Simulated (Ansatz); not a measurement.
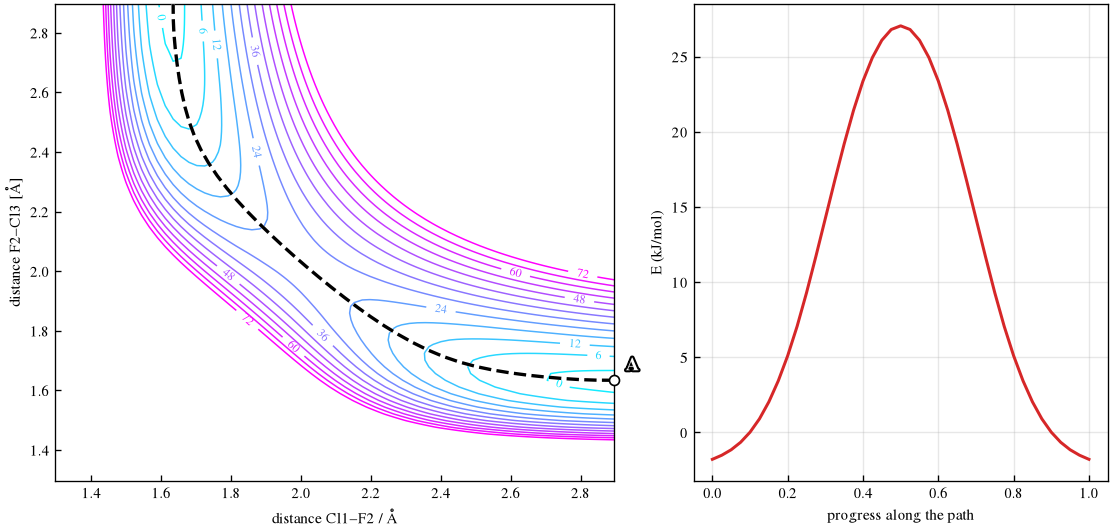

The system Cl⁻ + FCl. First axis: distance Cl1–F2. Second axis: distance F2–Cl3. Nothing is relaxed (the angle Cl1–F2–Cl3 is fixed at 180 degrees). Grid: 12 × 12 points; 78 points were computed and 66 follow by symmetry. Points are written as (first, second). Energies: kJ/mol, counted from the lowest grid point. The reference is spin-restricted, so regions where a bond is pulled apart into radicals lie too high. All numbers below come from RKS wB97X-V/def2-TZVPD in Ansatz.

Drawn: contour lines labelled in kJ/mol (none above 72), a line along the lowest path, the energy along the path at the right, the start A. Between grid points the surface is interpolated.

Describe the path and its barrier.

Answer. The easiest path runs from the side where the first distance is long, about (2.90 Å, 1.63 Å), to the side where the second distance is long, about (1.63 Å, 2.90 Å). Its highest point, at (2.024 Å, 2.024 Å), lies about 29 kJ/mol above the start and 29 kJ/mol above the end on the interpolated surface. An end on the edge of the scan is no minimum, so the barrier from there is a lower bound.
